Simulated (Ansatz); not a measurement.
# C2H6AlN (SMILES C=[CH][AlH][NH2]): what the fields show

The calculation's input:

```
crystal:
  periodic: [false, false, false]
  atoms:
    - {symbol: C, position_ang: [-0.967263, 0.856776, -1.243631]}
    - {symbol: C, position_ang: [-0.806764, -0.425496, -0.910544]}
    - {symbol: Al, position_ang: [0.352243, -1.010919, 0.536421]}
    - {symbol: N, position_ang: [1.270497, 0.198204, 1.443688]}
    - {symbol: H, position_ang: [-1.618887, 1.179937, -2.053621]}
    - {symbol: H, position_ang: [-0.452663, 1.660385, -0.720452]}
    - {symbol: H, position_ang: [-1.371948, -1.148170, -1.501174]}
    - {symbol: H, position_ang: [0.525644, -2.528647, 0.958525]}
    - {symbol: H, position_ang: [1.887875, -0.025708, 2.207138]}
    - {symbol: H, position_ang: [1.264366, 1.192640, 1.286549]}
basis:
  gaussian: {orbitals: def2-TZVPP}
hamiltonian: {xc: pbe0, dispersion: d4}
output: {orbitals: {seedname: orbitals}}
```

Run with:

```sh
ansatz run in.yaml --threads 2 --pin off --events-out ev --progress --plain --max-ram 4352MiB
```

Geometry: PBE0-D4/def2-TZVP.

Level of theory: Ansatz, RKS PBE0-D4/def2-TZVPP.

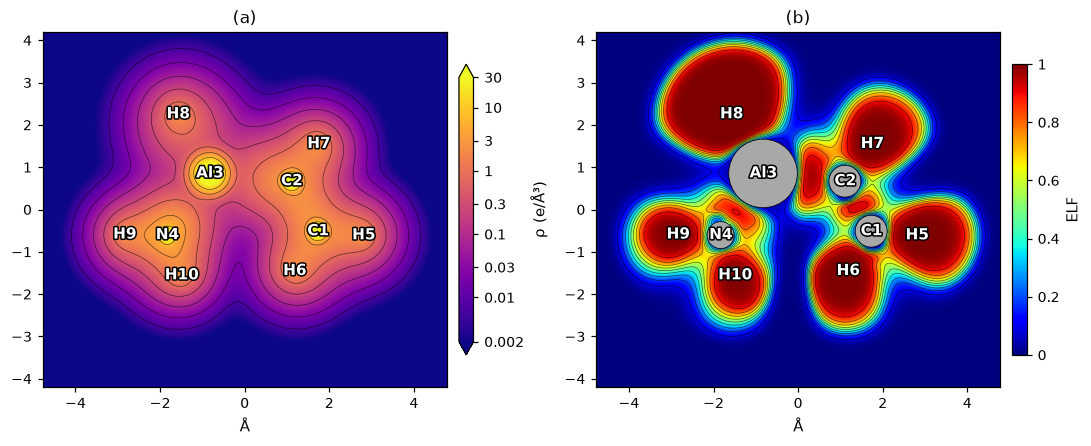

Figure 1. (a) total electron density; (b) electron localisation function on the molecular plane. Grey discs cover the atomic cores in the ELF map.

> What do the fields say about this system?

- The plane passes through C, Al, N and H nuclei.
- C–C (1.33 Å): the density is about 2.4 e/Å³ at the midpoint; the ELF peaks at about 0.90 between the atoms: a short, multiple covalent bond.
- Al–N (1.77 Å): ρ is about 0.86 e/Å³ halfway; the ELF peaks at about 0.90 in the valence shell of N, 0.7 Å from its nucleus, and is about 0.65 at the midpoint.
- C–Al (1.94 Å): the density is about 0.74 e/Å³ at the midpoint; the ELF peaks at about 0.95 between the atoms: a shared but strongly polarised pair.
- N–H (1.01 Å): ρ is about 2.9 e/Å³ halfway; the ELF climbs to about 1 towards the hydrogen, as it does in any bond to H: an ordinary covalent bond to hydrogen.
- C–H (1.09 Å): ρ is about 2 e/Å³ halfway; the ELF climbs to about 1 towards the hydrogen (an ordinary covalent bond to hydrogen).

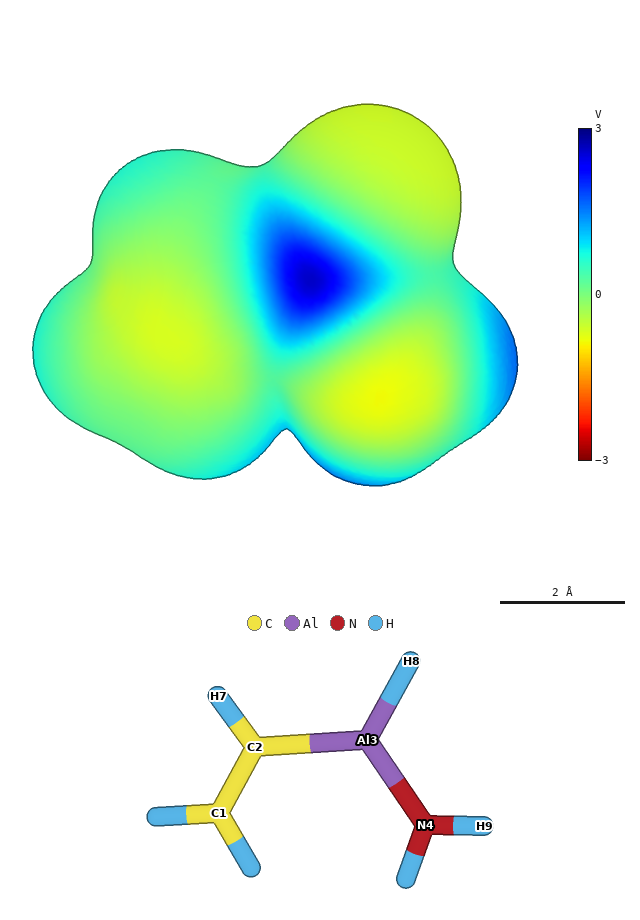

Figure 2. The electrostatic potential painted on the density surface at 0.002 e/bohr³, seen at a tilt; red is negative and blue positive. The bare structure is drawn below in the same view.

> Which sites attract a positive test charge, and which a negative one?

A positive charge is drawn to the negative regions and a negative charge to the positive ones. The most negative region (about −0.8 V) lies over N4, the most positive (about +2.5 V) over Al3.

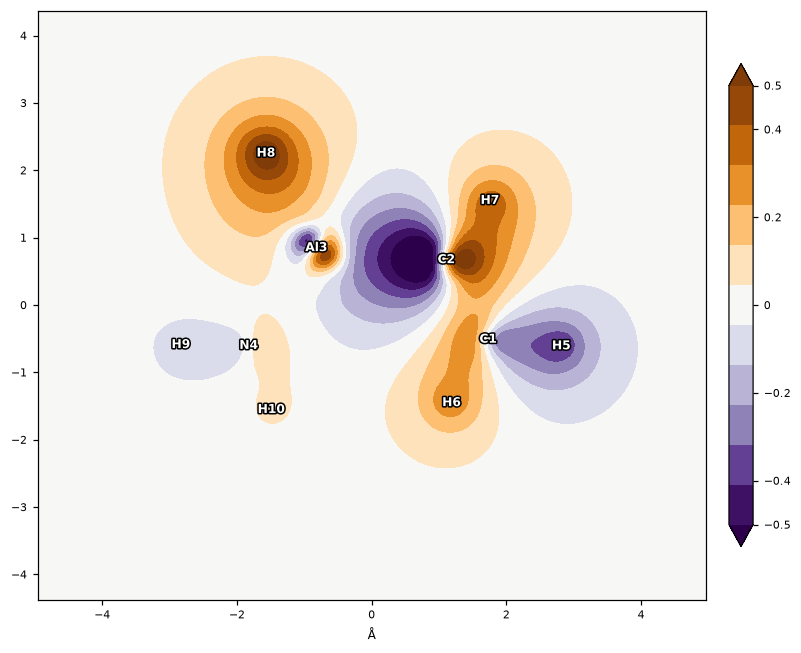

Figure 3. The HOMO−1 on the molecular plane (values in Å⁻³ᐟ²; the overall sign is arbitrary).

> What is the character of this orbital?

Its weight (Hirshfeld) is mainly on C2 (about 30 %), Al3 (about 25 %), H8 (about 20 %) and C1 (about 10 %); it is symmetric in the molecular plane (an in-plane orbital: σ, lone-pair or in-plane π type). Its energy is −7.94 eV.
